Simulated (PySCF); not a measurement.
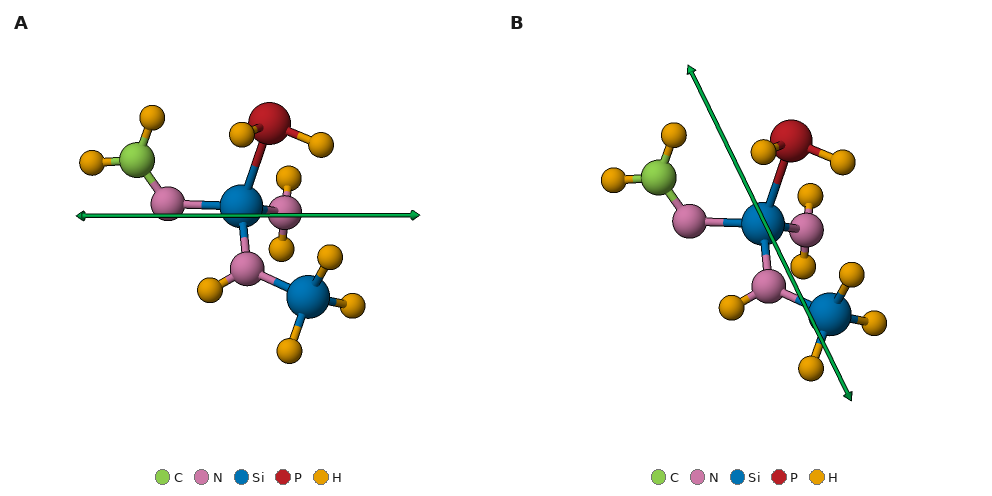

The double arrows show the directions of two transition dipoles from the ground state (lengths mean nothing). The geometry was computed by an optimisation with GFN2-xTB. No frequency run is at hand to confirm it as a minimum. Level of theory: TDDFT ωB97X-D/def2-SVPD, vertical, gas phase, core orbitals frozen in the response (PySCF 2.14.0).

One belongs to singlet state 2 and one to singlet state 7. Which is which?

A: state 7, 7.09 eV (175 nm), oscillator strength 0.028, mainly HOMO−3 → LUMO (weight 0.84).
B: state 2, 6.05 eV (205 nm), oscillator strength 0.019, mainly HOMO−1 → LUMO (weight 0.56).

The geometry is semi-empirical. Around P, Si such bond lengths and angles can be off by a tenth of an ångström or more and by several degrees, and values that hang on the shape move with them.
